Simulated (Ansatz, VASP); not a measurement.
## Bi2Se3 (Paraguanajuatite) in two plane-wave programs

One calculation is typed for both programs; each brings its own data sets. How far apart do they land? The cell is taken from a series of VASP runs on this material, whose earlier steps may have relaxed, scaled or displaced it; both programs get it as it stands. Valence electrons are named where the data sets of a main pair hold unlike numbers.

Main program and level: Ansatz 0.2.0; plane waves, with VASP 6.6.1 beside it; single point at r2SCAN and band structure at r2SCAN.

**1. Starting point**

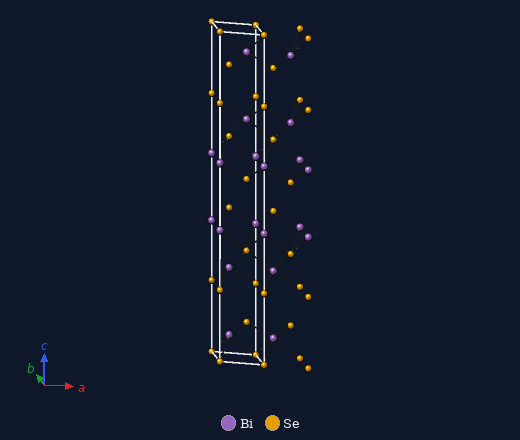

Start, viewed slightly off an axis; bismuth purple, selenium orange. 2×1×1 cells are drawn. This picture shows the conventional cell, with its axes. Bonds to atoms that aren't drawn are left out. Some periodic images of atoms are drawn too.

Structure file:

```cif
data_structure
_symmetry_space_group_name_H-M 'R-3m:H'
_symmetry_Int_Tables_number 166
_cell_length_a 4.1631
_cell_length_b 4.1631
_cell_length_c 29.9475
_cell_angle_alpha 90.000
_cell_angle_beta 90.000
_cell_angle_gamma 120.000
_cell_volume 449.50
loop_
_atom_site_label
_atom_site_type_symbol
_atom_site_symmetry_multiplicity
_atom_site_Wyckoff_symbol
_atom_site_fract_x
_atom_site_fract_y
_atom_site_fract_z
_atom_site_occupancy
Bi1 Bi 6 c 0.66667 0.33333 0.73146 1
Se1 Se 3 a 0.00000 0.00000 0.00000 1
Se2 Se 6 c 0.33333 0.66667 0.88340 1
```

**2. Ansatz: single point, r2SCAN**

Ansatz runs on its default PAW (the set named soft_2) files.

A single point gives forces, pressure and levels at one fixed geometry, so differences don't come from the geometry; what else differs is listed under the comparison.

The input, input.yaml:

```yaml
crystal:
  lattice:
    - [2.0815535032, 1.2017854754, 9.9825010735]
    - [-2.0815535032, 1.2017854754, 9.9825010735]
    - [0.0, -2.4035709509, 9.9825010735]
  atoms:
    - { symbol: Bi, position: [0.3981265378, 0.3981265378, 0.3981265378] }
    - { symbol: Bi, position: [0.6018734622, 0.6018734622, 0.6018734622] }
    - { symbol: Se, position: [0.0, 0.0, 0.0] }
    - { symbol: Se, position: [0.216731419, 0.216731419, 0.216731419] }
    - { symbol: Se, position: [0.783268581, 0.783268581, 0.783268581] }
hamiltonian:
  xc: r2scan
  pseudopotentials: { kind: paw }
kpoints:
  mp_grid: { grid: [6, 6, 6] }
scf:
  occupations: { method: gaussian, width: 0.05 }
  n_extra_bands: 5
output:
  forces: true
  stress: true
  eigenvalues: true
```

Launch:

```
ansatz run input.yaml --threads 2 --pin off --max-ram 4608MiB --backend cpu --events-out ev --progress --plain --runs-dir out
```

Numbers of over 12 decimals in the logs are rounded to 6 here.

The log of the run:

```text
basis.fft_grid_basis auto: the FFT boxes are laid along the combinations [[1, 0, -1], [0, 1, -1], [0, 0, 1]] of the cell's own vectors, 4.163, 4.163 and 10.268 Å long. The dense box has 32×32×75 points. Along the cell's own vectors, as sized, it would have 75×75×75, 5.49 times as many. Of the 12 symmetry operations that the crystal satisfies within crystal.symmetry.tolerance (time reversal apart; of a slab, those tha [...]
scf.n_extra_bands = 5 over 39 filled bands (N_el = 78.0): the run solves 44 bands
Engine: ansatz 0.2.0, aarch64-unknown-linux-gnu
Pseudopotentials: kind: paw
Pseudopotential: Bi, paw, valence charge 15, recommended cutoff 500 eV (meta_gga), Bi.paw.azcp
Pseudopotential: Se, paw, valence charge 16, recommended cutoff 500 eV (meta_gga), Se.paw.azcp
Functional definition: r2SCAN
  parameter k0 = 0.174
  parameter k1 = 0.065
  parameter a1 = 4.9479
  exchange = r2scan_x(k0 = k0, k1 = k1, a1 = a1)
  correlation = r2scan_c
Crystal: 5 atoms, lattice volume = 149.832 Å³
Basis set: ecut = 500 eV, 3835 PW (Γ), FFT grids on a1−a3, a2−a3, a3, exchange–correlation on 128×128×300 points (64 copies of the dense FFT grid, shifted against one another)
Bands: 44, of which v1, the nominal top of the filled ones, is band 39 counted from 1 (38 counted from 0)
Symmetry: 12 space group operations
Space group: R-3m (ITA 166), of the structure as read, at distance tolerance 5.3e-5 Å
k-points: 32 of 216
Non-local potential: Bi, projectors of the file, l = 0: 2, l = 1: 2, l = 2: 2, l = 3: 2
Non-local potential: Se, projectors of the file, l = 0: 2, l = 1: 2, l = 2: 3, l = 3: 1
PAW form: soft (Blöchl's): semilocal exchange-correlation on the pseudo side does not see the compensation charge
PAW frozen core: Bi, regenerated for the run's functional (the file was generated under x = pbe(κ = 0.804, μ = 0.219515), c = pbe(β = 0.066725))
PAW frozen core: Se, regenerated for the run's functional (the file was generated under x = pbe(κ = 0.804, μ = 0.219515), c = pbe(β = 0.066725))
PAW one-centre angular grid: Bi, 590 points (default); XC on 160 Gauss nodes
PAW one-centre angular grid: Se, 590 points (default); XC on 160 Gauss nodes
Initial density: superposition of atomic densities (neutral atoms: chi_scale 0, normalization atom), corrected by the library's trained network
Initial wavefunctions: pseudopotential atomic-orbital guess
Functional: x = r2scan, c = r2scan; τ floored in thin density (d = 2e-4 eV/Å³)
SCF iter   1: F=—  HF=-41258.639753 eV  |F-HF|=—  |Δ(HF+E_count)|=         —  Δρ=4.56e-3  dr2=6.85e-2  dr2_τ=1.22e-2  ethr=1.77e-3  ⟨swp⟩=7.2  Hψ=5566  notcnv=0
preconditioner: auto → Resta (q_TF=auto, 2.447 Å⁻¹)  ε∞=4.3  [insulator: Δε(μ)=0.818 eV  Ē_g=8.781 eV  σ=0.050 eV  W_gap=1.00  n_scr=42 (ndim 8)  ℏωp=16.1 eV  f_vac=0.069  D(μ)=0.00/eV (n_scr^D=0)  ε∞_Penn≈4.3]
SCF iter   2: F=—  HF=-41258.644492 eV  |F-HF|=—  |Δ(HF+E_count)|=   4.74e-3  Δρ=2.24e-3  dr2=9.15e-3  dr2_τ=5.64e-4  ethr=8.79e-5  ⟨swp⟩=2.7  Hψ=2768  notcnv=0  defer=32
SCF iter   3: F=—  HF=-41258.644728 eV  |F-HF|=—  |Δ(HF+E_count)|=   2.36e-4  Δρ=1.05e-3  dr2=2.50e-3  dr2_τ=6.32e-5  ethr=1.17e-5  ⟨swp⟩=2.7  Hψ=2399  notcnv=0  defer=32
SCF iter   4: F=—  HF=-41258.644888 eV  |F-HF|=—  |Δ(HF+E_count)|=   1.61e-4  Δρ=3.16e-4  dr2=1.93e-4  dr2_τ=5.84e-6  ethr=3.20e-6  ⟨swp⟩=2.0  Hψ=1666  notcnv=0  defer=32
SCF iter   5: F=—  HF=-41258.644931 eV  |F-HF|=—  |Δ(HF+E_count)|=   4.24e-5  Δρ=1.32e-4  dr2=2.42e-5  dr2_τ=7.07e-7  ethr=2.47e-7  ⟨swp⟩=2.0  Hψ=2304  notcnv=0  defer=32
SCF iter   6: F=—  HF=-41258.644954 eV  |F-HF|=—  |Δ(HF+E_count)|=   2.37e-5  Δρ=2.72e-5  dr2=1.68e-6  dr2_τ=2.92e-8  ethr=3.10e-8  ⟨swp⟩=2.0  Hψ=2301  notcnv=0  defer=32
SCF iter   7: F=-41258.644955 eV  HF=-41258.644955 eV  |F-HF|=7.35e-9  |Δ(HF+E_count)|=   8.30e-7  Δρ=7.13e-6  dr2=8.42e-8  dr2_τ=3.67e-9  ethr=1.28e-10  ⟨swp⟩=9.1  Hψ=6902  notcnv=0
SCF 1 converged in 7 iterations: F = -41258.644955 eV  dr2 = 8.42e-8
  greatest PAW one-centre occupation: 1.000 electrons in one spin orbital (limit 2), on the Se atom at site 4 (counted from 0), in its partial waves of l = 2
SCF converged after 7 iterations
Free energy (F): -41258.644955 eV
Harris-Foulkes:  -41258.644955 eV  (|F-HF|=7.35e-9)
Internal energy: -41258.644955 eV  (E = F + TS)
E sigma→0 (E₀):  -41258.644955 eV
Fermi energy:    8.232408 eV
--- Per-component energies (eV) ---
  E_band       = -1459.109442
  E_kinetic    = 954.490155
  E_local      = -10879.164494  (includes V_loc(G=0)·N_el)
  E_nonlocal   = -659.157815
  E_hartree    = 4844.328234
  E_xc         = -577.434636
  E_vxc        = -630.855341  (∫ρ·V_xc dr)
  E_paw        = -27151.334449  (= ΣΔE_a)
  E_vpaw       = 29.818097  (= ΣTr[D̂ρ^β])
  E_aug_tail   = -0.001136  (compensation charges beyond the density's cutoff)
  E_vtau       = 37.104088  (kinetic-family band-sum trace: ∫τ·v_τ [+ j·A + Jᵃ·Aᵃ] dr)
  E_ewald      = -7786.827598
  E_core_change = -3.543216  (= ΣΔE_core)
  E_smearing   = -0.000000  (= −TS)
  E_closure    = 0.000000  (closes the sum)
  Σ components = -41258.644955   (vs F -41258.644955, Δ=0.00e0)
--- Forces (eV/Å), atoms counted from 1 ---
  atom   1  Bi     0.00000000    -0.00000000     0.00933017
  atom   2  Bi    -0.00000000     0.00000000    -0.00933017
  atom   3  Se     0.00000000     0.00000000     0.00000000
  atom   4  Se     0.00000000    -0.00000000     0.02279740
  atom   5  Se    -0.00000000     0.00000000    -0.02279740
  max |Σ_I F_I| component: 6.94e-18 eV/Å
--- Stress (GPa, compression-positive) ---
        0.011736       0.000000      -0.000000
        0.000000       0.011736      -0.000000
       -0.000000      -0.000000       0.055642
  P = ⅓ Tr σ = 0.0264 GPa (0.264 kbar)
--- Band table (eV; the first three rows and the last of 32) ---
  k-point 0: bands = [... 35 lower, 6.2426, 6.7756, 6.7756, 7.8480, 8.6168, 9.7423, 9.7423, 10.4244, ... 1 higher]
  k-point 1: bands = [... 35 lower, 6.7028, 6.7510, 7.0349, 7.3361, 9.5588, 10.1062, 10.2770, 10.5329, ... 1 higher]
  k-point 2: bands = [... 35 lower, 5.8055, 6.5709, 6.7400, 7.3996, 9.3730, 10.4432, 10.6939, 11.3419, ... 1 higher]
  k-point 31: bands = [... 35 lower, 6.6855, 6.6908, 6.6908, 7.5468, 8.7961, 9.8985, 9.8985, 10.3851, ... 1 higher]
```

Elapsed: 26 s, on 2 threads of Arm Neoverse N1, shared host; peak memory 0.82 GiB.

The run ends at a pressure of 0.03 GPa, with forces up to 0.023 eV/Å.

**3. VASP: single point, r2SCAN**

The same cell, functional, mesh and smearing now go to VASP, with its own data sets.

Lines of VASP's logs that name or quote its potential files are left out, and so is its time.

The input, INCAR:

```
SYSTEM = Bi2Se3
PREC = Accurate
ENCUT = 400
EDIFF = 1E-06
NELM = 100
ISMEAR = 0
SIGMA = 0.05
LREAL = .FALSE.
ALGO = Normal
METAGGA = R2SCAN
LASPH = .TRUE.
NBANDS = 30
LORBIT = 11
LWAVE = .FALSE.
LCHARG = .TRUE.
ISIF = 2
LELF = .TRUE.
LVHAR = .TRUE.
```

The input, POSCAR:

```
Bi2Se3
1.0
    2.0815535032      1.2017854754      9.9825010735
   -2.0815535032      1.2017854754      9.9825010735
    0.0000000000     -2.4035709509      9.9825010735
Bi Se
2 3
Direct
    0.3981265378      0.3981265378      0.3981265378
    0.6018734622      0.6018734622      0.6018734622
    0.0000000000      0.0000000000      0.0000000000
    0.2167314190      0.2167314190      0.2167314190
    0.7832685810      0.7832685810      0.7832685810
```

The input, KPOINTS:

```
Automatic mesh
0
Gamma
6 6 6
0 0 0
```

PAW data sets: Bi_d and Se (PBE family, release 64).

Launch:

```
mpirun -np 4 vasp_std
```

The log of the run:

```text
[banner, memory and clock lines left out]
running    4 mpi-ranks, on    1 nodes
 distrk:  each k-point on    4 cores,    1 groups
 distr:  one band on    1 cores,    4 groups

 POSCAR found type information on POSCAR BiSe
 POSCAR found :  2 types and       5 ions
|                                                                             |
|               ----> ADVICE to this user running VASP <----                  |
|                                                                             |
|     You enforced a specific xc type in the INCAR file but a different       |
|     [... a line on the potential file left out ...]
|     I HOPE YOU KNOW WHAT YOU ARE DOING!                                     |
|                                                                             |

 LDA part: xc-table for (None), standard interpolation
|                                                                             |
|           W    W    AA    RRRRR   N    N  II  N    N   GGGG   !!!           |
|           W    W   A  A   R    R  NN   N  II  NN   N  G    G  !!!           |
|           W    W  A    A  R    R  N N  N  II  N N  N  G       !!!           |
|           W WW W  AAAAAA  RRRRR   N  N N  II  N  N N  G  GGG   !            |
|           WW  WW  A    A  R   R   N   NN  II  N   NN  G    G                |
|           W    W  A    A  R    R  N    N  II  N    N   GGGG   !!!           |
|                                                                             |
|     The number of bands has been changed from the values supplied in        |
|     The orbitals not found in the WAVECAR file will be initialized with     |
|     random numbers, which is usually adequate. For correlated               |
|     calculations, however, you should redo the groundstate calculation.     |
|     I found NBANDS = 30. Now, NBANDS = 32.                                  |
|                                                                             |

 POSCAR, INCAR and KPOINTS ok, starting setup
 FFT: planning ... GRIDC
 FFT: planning ... GRID_SOFT
 FFT: planning ... GRID
 WAVECAR not read
 entering main loop
       N       E                     dE             d eps       ncg     rms          rms(c)
DAV:   1     0.284530951495E+03    0.28453E+03   -0.20234E+04  2048   0.131E+03
DAV:   2    -0.125202992876E+03   -0.40973E+03   -0.39075E+03  2216   0.371E+02
DAV:   3    -0.171343890566E+03   -0.46141E+02   -0.44473E+02  2712   0.140E+02
DAV:   4    -0.173081042225E+03   -0.17372E+01   -0.17333E+01  2360   0.300E+01
DAV:   5    -0.173131138544E+03   -0.50096E-01   -0.50092E-01  2848   0.480E+00    0.536E+00
DAV:   6    -0.161984965944E+03    0.11146E+02   -0.36433E+00  2616   0.216E+01    0.404E+00
DAV:   7    -0.162029028031E+03   -0.44062E-01   -0.49650E-01  2336   0.356E+00    0.199E+00
DAV:   8    -0.162060749835E+03   -0.31722E-01   -0.75789E-02  2408   0.213E+00    0.683E-01
DAV:   9    -0.162066369227E+03   -0.56194E-02   -0.72453E-03  2824   0.700E-01    0.210E-01
DAV:  10    -0.162066395165E+03   -0.25937E-04   -0.15502E-03  2344   0.303E-01    0.924E-02
DAV:  11    -0.162066740566E+03   -0.34540E-03   -0.42151E-04  2208   0.119E-01    0.507E-02
DAV:  12    -0.162066782613E+03   -0.42046E-04   -0.63034E-05  2976   0.473E-02    0.185E-02
DAV:  13    -0.162066786015E+03   -0.34022E-05   -0.12554E-05  2280   0.350E-02    0.324E-03
DAV:  14    -0.162066786123E+03   -0.10827E-06   -0.65371E-07  1336   0.724E-03
   1 F= -.16206679E+03 E0= -.16206679E+03  d E =-.753221E-18
```

Parts of OUTCAR (step 3):

```text
ion  position               nearest neighbor table
   1  0.398  0.398  0.398-   5 2.86   5 2.86   5 2.86   3 3.09   3 3.09   3 3.09
   2  0.602  0.602  0.602-   4 2.86   4 2.86   4 2.86   3 3.09   3 3.09   3 3.09
   3  0.000  0.000  0.000-   2 3.09   2 3.09   1 3.09   1 3.09   2 3.09   1 3.09
   4  0.217  0.217  0.217-   2 2.86   2 2.86   2 2.86
   5  0.783  0.783  0.783-   1 2.86   1 2.86   1 2.86

  LATTYP: Found a trigonal (rhomboedric) cell.
 ALAT       =    10.2677885154
 COS(alpha) =     0.9178038791

 Subroutine GETGRP returns: Found 12 space group operations
 (whereof 12 operations were pure point group operations)

The static configuration has the point symmetry D_3d.

 Found     32 irreducible k-points:

   k-points           NKPTS =     32   k-points in BZ     NKDIM =     32   number of bands    NBANDS=     32

   dimension x,y,z NGX =    70 NGY =   70 NGZ =   70
   dimension x,y,z NGXF=   140 NGYF=  140 NGZF=  140

   ENCUT  =  400.0 eV  29.40 Ry    5.42 a.u.  16.74 16.74 16.74*2*pi/ulx,y,z

   NELECT =      48.0000    total number of electrons

 k-points in reciprocal lattice and weights: Automatic mesh
   0.00000000  0.00000000  0.00000000       0.005
   0.16666667 -0.00000000  0.00000000       0.028
   0.33333333 -0.00000000  0.00000000       0.028
   0.50000000 -0.00000000  0.00000000       0.014
   0.16666667  0.16666667  0.00000000       0.028
   0.33333333  0.16666667  0.00000000       0.056
   0.50000000  0.16666667  0.00000000       0.056
  -0.33333333  0.16666667 -0.00000000       0.056
  -0.16666667  0.16666667  0.00000000       0.028
[...]
-0.33333333  0.50000000  0.33333333       0.028
   0.50000000  0.50000000  0.50000000       0.005

 average (electrostatic) potential at core
       1-113.7136       2-113.7136       3 -57.9580       4 -58.0962       5 -58.0962

 E-fermi :   4.2327

 k-point     1 :       0.0000    0.0000    0.0000
  band No.  band energies     occupation
    ...
     20       2.3438      2.00000
     21       2.3438      2.00000
     22       2.8793      2.00000
     23       2.8793      2.00000
     24       3.9464      2.00000
     25       4.7119      0.00000
     26       5.8422      0.00000
     27       5.8422      0.00000
     28       6.5249      0.00000
     29       7.0303      0.00000
    ...

 k-point     2 :       0.1667   -0.0000    0.0000
  band No.  band energies     occupation
    ...
     20       2.1398      2.00000
     21       2.8061      2.00000
     22       2.8554      2.00000
     23       3.1354      2.00000
     24       3.4374      2.00000
     25       5.6534      0.00000
     26       6.2030      0.00000
     27       6.3769      0.00000
     28       6.6309      0.00000
     29       7.2386      0.00000
    ...

 k-point     3 :       0.3333   -0.0000    0.0000
  band No.  band energies     occupation
    ...
     20       1.4916      2.00000
     21       1.9076      2.00000
     22       2.6758      2.00000
     23       2.8439      2.00000
     24       3.4984      2.00000
     25       5.4691      0.00000
     26       6.5442      0.00000
     27       6.7897      0.00000
     28       7.4411      0.00000
     29       8.0679      0.00000
    ...

  Total       -0.0185549     -0.0185549      0.0200894      0.0000000     -0.0000000      0.0000000
  in kB       -0.1984107     -0.1984107      0.2148188      0.0000000     -0.0000000      0.0000000
  external PRESSURE =      -0.0606676 kB  Pullay stress =       0.0000000 kB

  energy-cutoff  :      400.00
  volume of cell :      149.83
      direct lattice vectors                 reciprocal lattice vectors
     2.081553503  1.201785475  9.982501073     0.240205212  0.138682544  0.033391765
    -2.081553503  1.201785475  9.982501073    -0.240205212  0.138682544  0.033391765
     0.000000000 -2.403570951  9.982501073     0.000000000 -0.277365087  0.033391765

 POSITION                                       TOTAL-FORCE (eV/Angst)
 -----------------------------------------------------------------------------------
      0.00000     -0.00000     11.92290         0.000000      0.000000     -0.002967
      0.00000     -0.00000     18.02461         0.000000     -0.000000      0.002967
      0.00000      0.00000      0.00000        -0.000000      0.000000      0.000000
      0.00000     -0.00000      6.49056         0.000000     -0.000000      0.008566
      0.00000     -0.00000     23.45694         0.000000      0.000000     -0.008566
 -----------------------------------------------------------------------------------
    total drift:                               -0.000000     -0.000000      0.000000

  FREE ENERGIE OF THE ION-ELECTRON SYSTEM (eV)
  ---------------------------------------------------
  free  energy   TOTEN  =      -162.0667861232 eV

  energy  without entropy=     -162.0667861232  energy(sigma->0) =     -162.06678612

 total charge
# of ion       s       p       d       tot
------------------------------------------
    1        1.594   1.029   9.954  12.577
    2        1.594   1.029   9.954  12.577
    3        1.465   2.381   0.020   3.865
    4        1.482   2.318   0.020   3.821
    5        1.482   2.318   0.020   3.821
--------------------------------------------------
tot          7.617   9.075  19.968  36.660

[... 3 further parts left out ...]
```

The run ends at a pressure of -0.01 GPa, with forces up to 0.0086 eV/Å.

**4. Side by side**

Known differences besides the potentials themselves: VASP keeps PBE cores, Ansatz makes them for the functional; the data sets hold 78 valence electrons in Ansatz (on its default PAW (the set named soft_2) files) and 48 in VASP; the cutoff is 500 eV in Ansatz and 400 eV in VASP. Total energies have different zeros and are not compared.

The two programs side by side:

| quantity | Ansatz | VASP | difference |
| --- | --- | --- | --- |
| pressure (GPa) | 0.03 | -0.01 | +0.03 |
| gap on the k mesh (eV) | 0.769 | 0.765 | +0.003 |

At this near-relaxed geometry the largest component of a force difference is 14 meV/Å. A gap on the mesh is an upper bound, since the band edges may lie between its points; neither run holds spin-orbit coupling, which can move the band edges of a compound of Bi. Ansatz's pressure holds a Pulay correction of 0.01 GPa; VASP's holds none.

(Part 1 of 2 ends here.)

[Lines on the potential files, build, host, timing and source positions are cut from VASP's logs without a mark.]

[Logs are printed without paths, hosts, clocks, repeated set-up lines and the standing remarks that a program may print on its own settings, such as how far it seeks lower states.]

[Hosts, paths, dates, database ids (printed as entryN), source tags and the programs' standing remarks are cut or masked in the printed files.]
